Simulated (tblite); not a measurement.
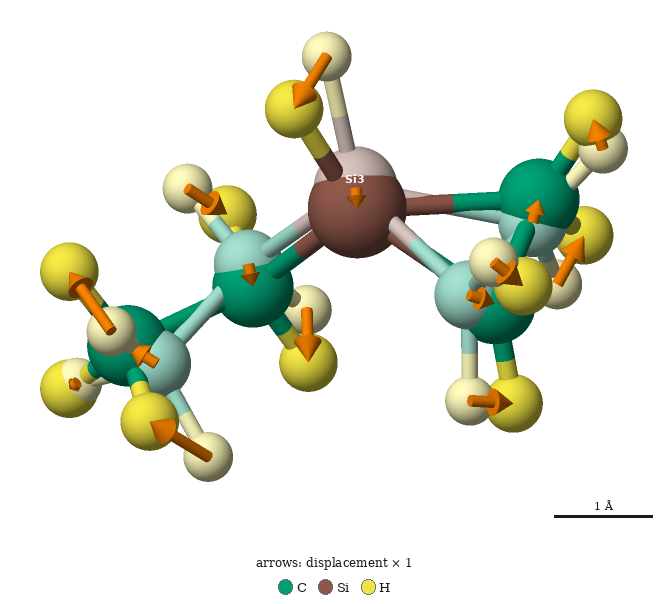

This is a relaxation of C4H10Si. The starting structure is drawn faded, the final one solid; orange arrows show the displacements, at their true length. The two geometries are superimposed by the best rigid fit.

Style: ball-and-stick. Shown from a free direction.

Computed with GFN2-xTB geometry optimisation, gas phase in tblite 0.8.0. 

> Which element moves most?

Hydrogen: up to 0.90 Å, against 0.35 Å for carbon.

> What happened in the run?

The largest moves after the best rigid fit, 0.90 Å, are those of H atoms. Largest moves by element: H 0.90 Å, C 0.35 Å, Si 0.21 Å. Some distances before and after: C–H 1.131 → 1.081 Å, C–Si 1.853 → 1.883 Å, C–H 1.118 → 1.092 Å, C–Si 1.871 → 1.896 Å. Among the angles between lasting bonds that change: H–C–H 118.9° → 111.2°, Si–C–H 114.7° → 120.9°, C–Si–C 114.5° → 119.5°. Groups turn about C–Si by about 40°. The energy falls by 38.0 kJ/mol in 125 geometry steps.
